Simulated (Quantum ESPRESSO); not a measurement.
# Gap and tunnelling decay at a withheld lattice constant: LiZnF3, cubic perovskite type

**Set-up.** Quantum ESPRESSO 7.5 (pw.x, pwcond.x with ikind = 0), PBE, GBRV ultrasoft, cubic crystals. κ is the slowest decay along [001] at mid-gap among three points across the current.

| a (Å) | gap on the mesh (eV) | κ (1/Å) |
| --- | --- | --- |
| 3.714 | 3.000 | 0.415 |
| 3.951 | 3.171 | 0.417 |
| 4.070 | 3.178 | 0.405 |
| 4.189 | 3.136 | 0.390 |

To predict: What are gap and κ at a = 3.833 Å?

By hand: A line through the rows at 3.714 and 3.951 Å gives a gap of 3.000 + 0.502 × (3.171 − 3.000) = 3.09 eV and κ = 0.416 1/Å. The two-band model κ = 0.5123 √(m* E_g/4) needs m* = 0.875 at 3.714 Å; with that mass and the new gap, κ = 0.421 1/Å.

**The withheld run.** The gap is 3.114 eV and κ = 0.428 1/Å. The line misses the gap by −0.028 eV and κ by −2.8 %; the two-band estimate misses κ by −1.7 %.

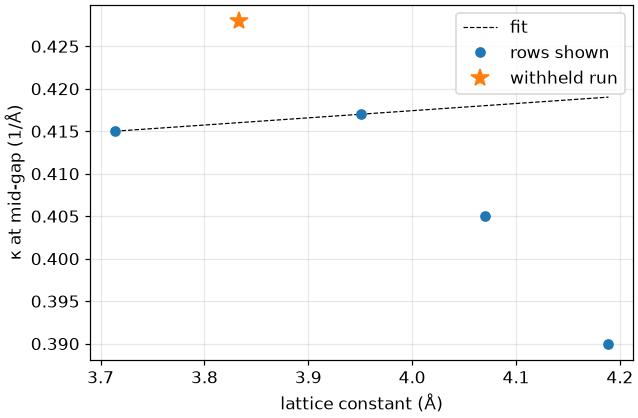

The rows shown, the fit and the withheld run.

**Limits.** The structure type is imposed. Local and semilocal gaps and decay constants are too small; no spin-orbit coupling. For an indirect gap m* is a fitting number alone.
